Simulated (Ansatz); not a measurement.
Consider SnBW.

```yaml
crystal:
  lattice:
    - [3.44266, 0.00000, 0.00000]
    - [0.00000, 14.95294, 0.00000]
    - [0.00000, 0.00000, 3.33556]
  atoms:
    - { symbol: W, position: [0.00000, 0.91002, 0.25000] }
    - { symbol: W, position: [0.50000, 0.41002, 0.25000] }
    - { symbol: W, position: [0.00000, 0.08998, 0.75000] }
    - { symbol: W, position: [0.50000, 0.58998, 0.75000] }
    - { symbol: Sn, position: [0.00000, 0.30058, 0.75000] }
    - { symbol: Sn, position: [0.50000, 0.80058, 0.75000] }
    - { symbol: Sn, position: [0.00000, 0.69942, 0.25000] }
    - { symbol: Sn, position: [0.50000, 0.19942, 0.25000] }
    - { symbol: B, position: [0.00000, 0.46450, 0.75000] }
    - { symbol: B, position: [0.50000, 0.96450, 0.75000] }
    - { symbol: B, position: [0.00000, 0.53550, 0.25000] }
    - { symbol: B, position: [0.50000, 0.03550, 0.25000] }
```

Space group Cmcm; built by placing these elements on a known structure type; not relaxed (largest force 1.9 eV/Å); computed pressure about −3 GPa in this cell.

Method: DFT, PAW plane waves, PBE in Ansatz 0.2.0.

### Predict the electron localisation function between the atoms.

Sn–B (2.45 Å): the ELF peaks at about 0.60 in the valence shell of B, 0.8 Å from its nucleus, and is about 0.30 at the midpoint.
B–W (2.55 Å): the ELF peaks at about 0.60 in the valence shell of B, 0.8 Å from its nucleus, and is about 0.30 at the midpoint.

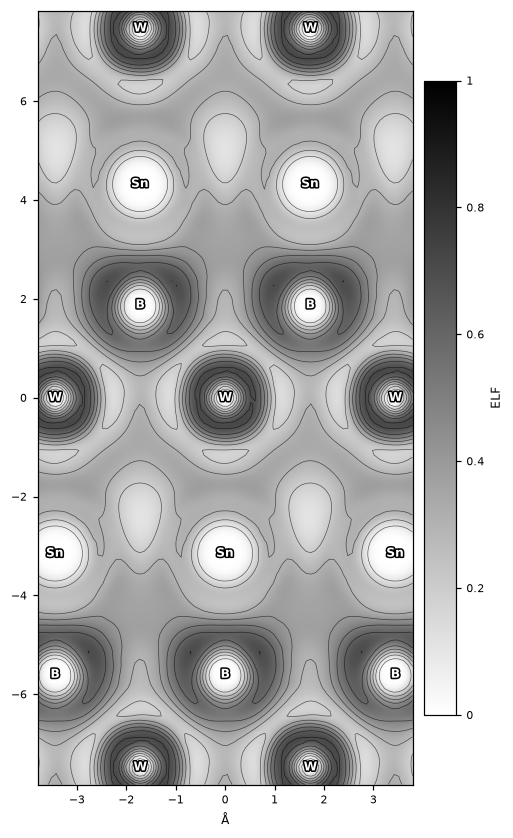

Computed electron localisation function on the (001) plane of the conventional cell. 
